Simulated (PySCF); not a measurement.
# C₂H₃FN₂SSi: electronic excitations and core binding energies

What electronic excitations and core binding energies should C₂H₃FN₂SSi (`Fc1snnc1[SiH3]`) show?

Programs: PySCF 2.14.0, with density-fitted response routines of our own. Each step states its level of theory. These are calculated values for one molecule in the gas phase, unless marked as measured. Atoms count from 0, in the outputs and in this text.

## 1. Starting geometry

10 atoms, charge 0, multiplicity 1; geometry from: GFN2-xTB.

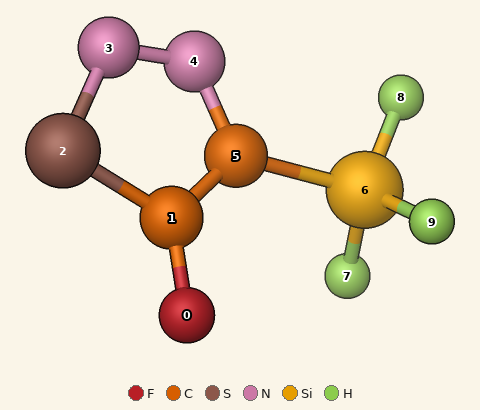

As it starts; fluorine red, carbon orange, sulfur brown, nitrogen pink, silicon amber, hydrogen green, atoms numbered; sticks join atoms by distance.

## 2. Excited states and response: wB97X-D/def2-SVPD

The job: settings as JSON, then the geometry in Å.

```
{"job": {"kind": "uv", "xc": "wB97X-D", "basis": "def2-SVPD", "nstates": 8, "ntriplets": 3}, "charge": 0, "multiplicity": 1}
F      0.921706     2.038803     0.514052
C      1.150918     0.778579     0.175928
S      2.738763     0.145279    -0.029743
N      2.076786    -1.334715    -0.404682
N      0.825829    -1.352866    -0.379345
C      0.214289    -0.197920    -0.059676
Si    -1.664649    -0.051478     0.023908
H     -2.059714     0.981951    -0.934639
H     -2.191498    -1.366071    -0.314436
H     -2.003547     0.363092     1.386104
```

Level: TDDFT wB97X-D/def2-SVPD, vertical, gas phase, core orbitals frozen in the response.

The run is started by

```sh
> OMP_NUM_THREADS=1 python probes_run.py task.json out
```

One launch serves the whole session: the jobs run in the order shown.

What it wrote:

```text
coarse grid: 10496 points
cycle   1  E = -974.2667424611  dE =  1.359e+00  |g| = 5.807e-01  |ddm| = 4.583e+00
cycle   2  E = -974.2632379604  dE =  3.505e-03  |g| = 6.552e-01  |ddm| = 1.940e+00
cycle   3  E = -974.3465985303  dE = -8.336e-02  |g| = 7.883e-02  |ddm| = 1.175e+00
cycle   4  E = -974.3478924044  dE = -1.294e-03  |g| = 4.170e-02  |ddm| = 2.169e-01
cycle   5  E = -974.3483106681  dE = -4.183e-04  |g| = 1.505e-02  |ddm| = 9.768e-02
cycle   6  E = -974.3483728257  dE = -6.216e-05  |g| = 3.860e-03  |ddm| = 3.128e-02
cycle   7  E = -974.3483787045  dE = -5.879e-06  |g| = 1.632e-03  |ddm| = 1.500e-02
final grid: 95792 points
cycle   8  E = -974.4571086598  dE = -8.474e-05  |g| = 7.682e-03  |ddm| = 1.365e-01
cycle   9  E = -974.4571042432  dE =  4.417e-06  |g| = 9.455e-03  |ddm| = 2.266e-02
cycle  10  E = -974.4571214015  dE = -1.716e-05  |g| = 8.668e-04  |ddm| = 1.261e-02
cycle  11  E = -974.4571216152  dE = -2.138e-07  |g| = 5.634e-04  |ddm| = 2.936e-03
cycle  12  E = -974.4571217179  dE = -1.027e-07  |g| = 1.860e-04  |ddm| = 1.372e-03
cycle  13  E = -974.4571217356  dE = -1.769e-08  |g| = 6.154e-05  |ddm| = 7.851e-04
cycle  14  E = -974.4571217385  dE = -2.849e-09  |g| = 3.940e-05  |ddm| = 2.919e-04
cycle  15  E = -974.4571217392  dE = -7.087e-10  |g| = 1.220e-05  |ddm| = 1.277e-04
converged SCF energy = -974.4571217392

Static polarisability (au): isotropic 79.928, principal 56.733 78.351 104.701

Singlet excitations
state   eV       nm        f      main configurations
  1   4.0543    305.8   0.00156   H->L 0.96
  2   5.4275    228.4   0.00226   H->L+1 0.52, H-1->L 0.31, H-2->L 0.12
  3   5.8171    213.1   0.06594   H-1->L 0.62, H->L+1 0.23
  4   6.0670    204.4   0.00229   H-1->L+1 0.54, H->L+2 0.39
  5   6.1063    203.0   0.00042   H->L+2 0.53, H-1->L+1 0.40
  6   6.4336    192.7   0.00000   H-2->L+1 0.93
  7   6.5116    190.4   0.07046   H-2->L 0.66, H->L+1 0.16, H-1->L+2 0.11
  8   6.6516    186.4   0.00041   H-3->L 0.87

Triplet excitations (Tamm-Dancoff, eV): 3.3409 3.9059 4.8148
```

Run time: 34 s. Hardware: 1 thread, shared host.

Frontier orbitals and where they lie:

```tsv
orbital	eV	atoms
HOMO−3	-11.86	N3 25 %, C5 23 %, Si6 20 %
HOMO−2	-10.84	S2 48 %, N4 19 %, C1 13 %
HOMO−1	-10.04	C5 26 %, N3 21 %, C1 21 %
HOMO	-9.48	N4 42 %, N3 32 %, S2 14 %
LUMO	-0.09	S2 26 %, C1 21 %, N3 21 %
LUMO+1	0.87	S2 60 %, N3 12 %, C1 11 %
LUMO+2	1.74	N4 23 %, C5 20 %, Si6 15 %
```

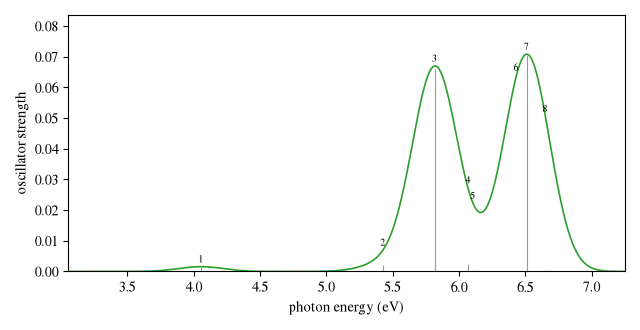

Absorption spectrum from the 8 singlet states computed; above the last one it falls off for lack of states. Lines are broadened to a width of 0.40 eV (Gaussian).

Ground-state properties from the same run:

```tsv
property	computed
dipole moment (D)	2.14
polarisability (Å³)	11.84
HOMO–LUMO gap (eV)	9.39
−ε(HOMO) (eV)	9.48
```

## 3. X-ray photoelectron lines: SCAN, X2C

The job, as its differences from that of step 2:

```diff
@@ -1,2 +1,2 @@
-{"job": {"kind": "uv", "xc": "wB97X-D", "basis": "def2-SVPD", "nstates": 8, "ntriplets": 3}, "charge": 0, "multiplicity": 1}
+{"job": {"kind": "xps"}, "charge": 0, "multiplicity": 1}
 F      0.921706     2.038803     0.514052
```

Level: delta-SCF UKS SCAN, pcX-2 on the ionised atom, pcseg-1 elsewhere, spin-free X2C.

What it wrote:

```text
ground state, core basis on atom 0 (F), 152 functions
  cycle   1  E = -976.50340847  |g| = 5.54e-01
  cycle   2  E = -976.30177762  |g| = 1.09e+00
  cycle   3  E = -976.53850751  |g| = 2.71e-01
  cycle   4  E = -976.55616547  |g| = 1.02e-01
  cycle   5  E = -976.55845187  |g| = 1.88e-02
  cycle   6  E = -976.55850424  |g| = 1.11e-02
  cycle   7  E = -976.55852903  |g| = 4.01e-03
  cycle   8  E = -976.55853224  |g| = 1.84e-03
  cycle   9  E = -976.55852952  |g| = 4.80e-04
  E(ground) = -976.61190975 Eh
hole in F 1s of atom 0
  cycle   1  E = -950.13600352  |g| = 2.58e+00
  cycle   2  E = -947.88221796  |g| = 2.84e+00
  cycle   3  E = -948.61457692  |g| = 1.98e+00
  cycle   4  E = -950.87713359  |g| = 5.97e-01
  cycle   5  E = -950.93884125  |g| = 4.56e-01
  cycle   6  E = -951.02361552  |g| = 1.84e-01
  cycle   7  E = -951.03497199  |g| = 9.24e-02
  cycle   8  E = -951.03961569  |g| = 1.60e-02
  cycle   9  E = -951.03970368  |g| = 1.01e-02
  cycle  10  E = -951.03975787  |g| = 2.34e-03
  cycle  11  E = -951.03976103  |g| = 5.83e-04
  cycle  12  E = -951.03976014  |g| = 2.72e-04
  E(ion) = -951.09826161 Eh   <S^2> = 0.7571   hole on atom = 1.000   binding energy = 694.262 eV
ground state, core basis on atom 1 (C), 152 functions
  cycle   1  E = -976.51912316  |g| = 1.10e-01
  cycle   2  E = -976.51556881  |g| = 1.74e-01
  cycle   3  E = -976.52044703  |g| = 2.03e-02
  cycle   4  E = -976.52041444  |g| = 2.02e-02
  cycle   5  E = -976.52053033  |g| = 2.06e-03
  cycle   6  E = -976.52053373  |g| = 7.26e-04
  cycle   7  E = -976.52053332  |g| = 2.10e-04
  E(ground) = -976.57199514 Eh
hole in C 1s of atom 1
  cycle   1  E = -965.12424413  |g| = 1.52e+00
  cycle   2  E = -960.24335383  |g| = 3.32e+00
  cycle   3  E = -964.73133104  |g| = 1.45e+00
  cycle   4  E = -965.56510832  |g| = 5.96e-01
  cycle   5  E = -965.68765911  |g| = 2.35e-01
  cycle   6  E = -965.69570695  |g| = 1.93e-01
  cycle   7  E = -965.71563708  |g| = 5.31e-02
  cycle   8  E = -965.71672427  |g| = 3.02e-02
  cycle   9  E = -965.71718274  |g| = 7.52e-03
  cycle  10  E = -965.71722971  |g| = 6.00e-03
  cycle  11  E = -965.71727580  |g| = 3.01e-03
  cycle  12  E = -965.71729503  |g| = 1.59e-03
  cycle  13  E = -965.71729990  |g| = 8.06e-04
  cycle  14  E = -965.71730079  |g| = 3.49e-04
  E(ion) = -965.76965360 Eh   <S^2> = 0.8047   hole on atom = 1.000   binding energy = 293.947 eV
ground state, core basis on atom 2 (S), 163 functions
  cycle   1  E = -976.66716192  |g| = 4.05e-01
  cycle   2  E = -976.66677474  |g| = 5.55e-02
  cycle   3  E = -976.66370278  |g| = 1.22e-01
  cycle   4  E = -976.66741273  |g| = 2.14e-02
  cycle   5  E = -976.66749820  |g| = 1.10e-02
  cycle   6  E = -976.66753099  |g| = 8.07e-04
  cycle   7  E = -976.66753177  |g| = 1.46e-04
  E(ground) = -976.70508920 Eh
hole in S 1s of atom 2
  cycle   1  E = -884.35127639  |g| = 5.08e+00
  cycle   2  E = -881.31789775  |g| = 3.17e+00
  cycle   3  E = -866.34056642  |g| = 4.08e+00
  cycle   4  E = -885.00865411  |g| = 1.01e+00
  cycle   5  E = -883.80419265  |g| = 1.83e+00
  cycle   6  E = -885.51223025  |g| = 3.54e-01
  cycle   7  E = -885.50107878  |g| = 3.76e-01
  cycle   8  E = -885.57063752  |g| = 5.69e-02
  cycle   9  E = -885.57173786  |g| = 3.02e-02
  cycle  10  E = -885.57208935  |g| = 7.54e-03
  cycle  11  E = -885.57210611  |g| = 3.99e-03
  cycle  12  E = -885.57211276  |g| = 1.38e-03
  cycle  13  E = -885.57211530  |g| = 5.01e-04
  cycle  14  E = -885.57211293  |g| = 2.29e-04
  E(ion) = -885.60184260 Eh   <S^2> = 0.7522   hole on atom = 1.000   binding energy = 2479.046 eV
hole in S 2p of atom 2
  cycle   1  E = -969.90653918  |g| = 1.53e+00
  cycle   2  E = -967.86056898  |g| = 2.34e+00
  cycle   3  E = -969.50915256  |g| = 1.24e+00
  cycle   4  E = -970.30560344  |g| = 3.26e-01
  cycle   5  E = -970.32780219  |g| = 2.43e-01
  cycle   6  E = -970.35076908  |g| = 8.87e-02
  cycle   7  E = -970.35305062  |g| = 4.72e-02
  cycle   8  E = -970.35399099  |g| = 2.46e-02
  cycle   9  E = -970.35426946  |g| = 6.18e-03
  cycle  10  E = -970.35428630  |g| = 2.52e-03
  cycle  11  E = -970.35429142  |g| = 8.96e-04
  cycle  12  E = -970.35429254  |g| = 5.00e-04
  cycle  13  E = -970.35429305  |g| = 3.89e-04
  E(ion) = -970.39842623 Eh   <S^2> = 0.7600   hole on atom = 1.001   binding energy = 171.613 eV
  2p3/2 = 171.066 eV   2p1/2 = 172.303 eV
ground state, core basis on atom 3 (N), 152 functions
  cycle   1  E = -976.52903426  |g| = 7.95e-02
  cycle   2  E = -976.52829718  |g| = 5.87e-02
  cycle   3  E = -976.52817680  |g| = 6.17e-02
  cycle   4  E = -976.52921601  |g| = 2.19e-02
  cycle   5  E = -976.52932529  |g| = 3.33e-03
  cycle   6  E = -976.52932474  |g| = 4.71e-04
  E(ground) = -976.58079694 Eh
hole in N 1s of atom 3
  cycle   1  E = -960.86984944  |g| = 1.86e+00
  cycle   2  E = -957.10332726  |g| = 3.13e+00
  cycle   3  E = -960.99078644  |g| = 9.55e-01
  cycle   4  E = -961.12325978  |g| = 8.78e-01
  cycle   5  E = -961.57531683  |g| = 2.13e-01
  cycle   6  E = -961.59251126  |g| = 1.32e-01
  cycle   7  E = -961.59650183  |g| = 8.62e-02
  cycle   8  E = -961.60033080  |g| = 2.68e-02
  cycle   9  E = -961.60070763  |g| = 7.94e-03
  cycle  10  E = -961.60074786  |g| = 4.00e-03
  cycle  11  E = -961.60076368  |g| = 2.31e-03
  cycle  12  E = -961.60076659  |g| = 1.42e-03
  cycle  13  E = -961.60076752  |g| = 5.22e-04
  cycle  14  E = -961.60076914  |g| = 2.78e-04
  E(ion) = -961.65249615 Eh   <S^2> = 0.7900   hole on atom = 1.000   binding energy = 406.220 eV
ground state, core basis on atom 4 (N), 152 functions
  cycle   1  E = -976.52747154  |g| = 7.37e-02
  cycle   2  E = -976.52739758  |g| = 2.34e-02
  cycle   3  E = -976.52686767  |g| = 5.05e-02
  cycle   4  E = -976.52752310  |g| = 7.53e-03
  cycle   5  E = -976.52753815  |g| = 1.68e-03
  cycle   6  E = -976.52753780  |g| = 2.98e-04
  E(ground) = -976.57854648 Eh
hole in N 1s of atom 4
  cycle   1  E = -960.88068207  |g| = 1.87e+00
  cycle   2  E = -959.07946539  |g| = 2.61e+00
  cycle   3  E = -961.00426474  |g| = 1.02e+00
  cycle   4  E = -961.25571951  |g| = 8.01e-01
  cycle   5  E = -961.55053430  |g| = 3.12e-01
  cycle   6  E = -961.57803271  |g| = 2.00e-01
  cycle   7  E = -961.60002849  |g| = 3.48e-02
  cycle   8  E = -961.60050041  |g| = 1.54e-02
  cycle   9  E = -961.60060690  |g| = 6.27e-03
  cycle  10  E = -961.60063166  |g| = 2.30e-03
  cycle  11  E = -961.60063897  |g| = 1.07e-03
  cycle  12  E = -961.60063963  |g| = 9.54e-04
  cycle  13  E = -961.60063953  |g| = 3.69e-04
  E(ion) = -961.65111683 Eh   <S^2> = 0.7763   hole on atom = 1.000   binding energy = 406.196 eV
ground state, core basis on atom 5 (C), 152 functions
  cycle   1  E = -976.51737063  |g| = 5.88e-02
  cycle   2  E = -976.51703254  |g| = 4.03e-02
  cycle   3  E = -976.51649672  |g| = 5.98e-02
  cycle   4  E = -976.51744772  |g| = 8.12e-03
  cycle   5  E = -976.51746673  |g| = 1.62e-03
  cycle   6  E = -976.51746488  |g| = 2.85e-04
  E(ground) = -976.56991508 Eh
hole in C 1s of atom 5
  cycle   1  E = -965.22242876  |g| = 1.53e+00
  cycle   2  E = -963.36616514  |g| = 2.49e+00
  cycle   3  E = -965.44891367  |g| = 8.41e-01
  cycle   4  E = -965.61471949  |g| = 6.29e-01
  cycle   5  E = -965.79991334  |g| = 1.63e-01
  cycle   6  E = -965.80854233  |g| = 6.90e-02
  cycle   7  E = -965.80993942  |g| = 2.54e-02
  cycle   8  E = -965.81019837  |g| = 9.00e-03
  cycle   9  E = -965.81023257  |g| = 5.82e-03
  cycle  10  E = -965.81025585  |g| = 1.98e-03
  cycle  11  E = -965.81026318  |g| = 7.47e-04
  cycle  12  E = -965.81026578  |g| = 6.21e-04
  cycle  13  E = -965.81026469  |g| = 2.75e-04
  E(ion) = -965.86237314 Eh   <S^2> = 0.7793   hole on atom = 1.000   binding energy = 291.367 eV
ground state, core basis on atom 6 (Si), 163 functions
  cycle   1  E = -976.60527191  |g| = 2.86e-01
  cycle   2  E = -976.60522386  |g| = 4.21e-02
  cycle   3  E = -976.60445381  |g| = 6.42e-02
  cycle   4  E = -976.60529238  |g| = 2.67e-02
  cycle   5  E = -976.60546041  |g| = 5.74e-03
  cycle   6  E = -976.60546957  |g| = 7.15e-04
  cycle   7  E = -976.60546795  |g| = 2.22e-04
  E(ground) = -976.61595705 Eh
hole in Si 1s of atom 6
  cycle   1  E = -907.66485339  |g| = 4.35e+00
  cycle   2  E = -906.02792097  |g| = 2.58e+00
  cycle   3  E = -897.36971053  |g| = 3.47e+00
  cycle   4  E = -908.55121392  |g| = 5.38e-01
  cycle   5  E = -908.50054799  |g| = 6.16e-01
  cycle   6  E = -908.69665357  |g| = 2.13e-01
  cycle   7  E = -908.71966842  |g| = 7.56e-02
  cycle   8  E = -908.72093743  |g| = 5.18e-02
  cycle   9  E = -908.72200968  |g| = 1.32e-02
  cycle  10  E = -908.72208467  |g| = 5.57e-03
  cycle  11  E = -908.72209890  |g| = 6.70e-04
  cycle  12  E = -908.72209898  |g| = 2.63e-04
  E(ion) = -908.74100619 Eh   <S^2> = 0.7523   hole on atom = 1.000   binding energy = 1846.971 eV
hole in Si 2p of atom 6
  cycle   1  E = -972.32133004  |g| = 1.23e+00
  cycle   2  E = -970.69186258  |g| = 1.75e+00
  cycle   3  E = -971.91459840  |g| = 1.14e+00
  cycle   4  E = -972.57263867  |g| = 3.42e-01
  cycle   5  E = -972.61127065  |g| = 2.42e-01
  cycle   6  E = -972.63820912  |g| = 1.05e-01
  cycle   7  E = -972.64328140  |g| = 3.94e-02
  cycle   8  E = -972.64394366  |g| = 1.78e-02
  cycle   9  E = -972.64410040  |g| = 3.28e-03
  cycle  10  E = -972.64410586  |g| = 1.02e-03
  cycle  11  E = -972.64410713  |g| = 7.83e-04
  cycle  12  E = -972.64410754  |g| = 2.12e-04
  E(ion) = -972.66714035 Eh   <S^2> = 0.7522   hole on atom = 1.002   binding energy = 107.453 eV
  2p3/2 = 107.230 eV   2p1/2 = 107.853 eV
```

Wall time 1.8 min (1 thread, shared host).

The holes in one table. −ε is the ground-state orbital energy:

```tsv
hole	stands for	environment	ΔSCF (eV; 2p as the shell's mean)	−ε (eV)	⟨S²⟩
F1s on F0	F0	aryl fluorine	694.26	668.6	0.757
C1s on C1	C1	aromatic carbon bearing fluorine	293.95	277.7	0.805
S1s on S2	S2	aromatic ring sulfur	2479.05	2417.1	0.752
S2p on S2	S2	aromatic ring sulfur	171.48	160.1	0.760
N1s on N3	N3	pyridine-type nitrogen of an azole	406.22	387.9	0.790
N1s on N4	N4	pyridine-type nitrogen of an azole	406.20	387.6	0.776
C1s on C5	C5	substituted aromatic carbon next to a ring nitrogen	291.37	275.0	0.779
Si1s on Si6	Si6	silicon bonded to C, 3 H	1846.97	1793.8	0.752
Si2p on Si6	Si6	silicon bonded to C, 3 H	107.44	96.6	0.752
```

With the spin-orbit splitting: S2 2p3/2 171.07, 2p1/2 172.30 eV; Si6 2p3/2 107.23, 2p1/2 107.85 eV. The table gives each 2p level as the mean over the whole 2p shell (two parts 2p3/2, one part 2p1/2), which differs a little from the single hole in the log.

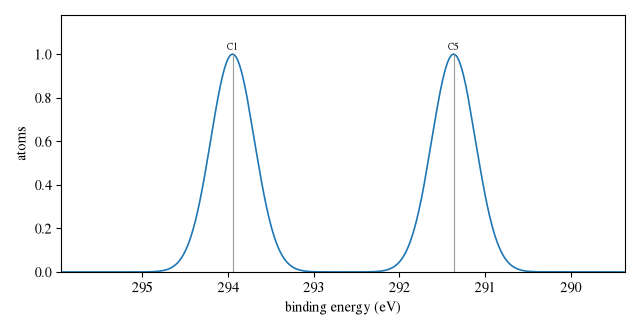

The C1s photoelectron lines, weighted by the number of atoms. Lines are broadened to a width of 0.60 eV (Gaussian).

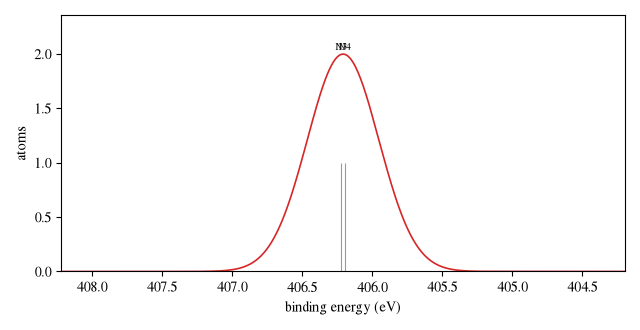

The N1s photoelectron lines, weighted by the number of atoms. Lines are broadened to a width of 0.60 eV (Gaussian).

## 4. Outcome

| quantity | value |
| --- | --- |
| lowest singlet (wB97X-D/def2-SVPD) | 4.05 eV (306 nm), f = 0.002 |
| brightest single state of those computed | state 7, 6.51 eV, f = 0.070 |
| lowest triplet | 3.34 eV |
| C1s binding energies, SCAN/pcX-2 | C1 293.95, C5 291.37 eV |
| N1s binding energies, SCAN/pcX-2 | N3 406.22, N4 406.20 eV |
| F1s binding energies, SCAN/pcX-2 | F0 694.26 eV |
| S1s binding energies, SCAN/pcX-2 | S2 2479.05 eV |
| S2p binding energies, SCAN/pcX-2 | S2 171.48 eV |
| Si1s binding energies, SCAN/pcX-2 | Si6 1846.97 eV |
| Si2p binding energies, SCAN/pcX-2 | Si6 107.44 eV |

The first singlet state (HOMO→LUMO 0.96) lies at 4.05 eV and is weak; of the 8 states computed, the strongest absorption comes from state 7 at 6.51 eV. The lowest triplet lies 0.71 eV below the lowest singlet (triplets in Tamm-Dancoff, singlets in full TDDFT). The C1s levels kept as sound span 2.58 eV, from C5 (substituted aromatic carbon next to a ring nitrogen) up to C1 (aromatic carbon bearing fluorine). The N1s levels computed lie within 0.02 eV of one another, too close to rank.
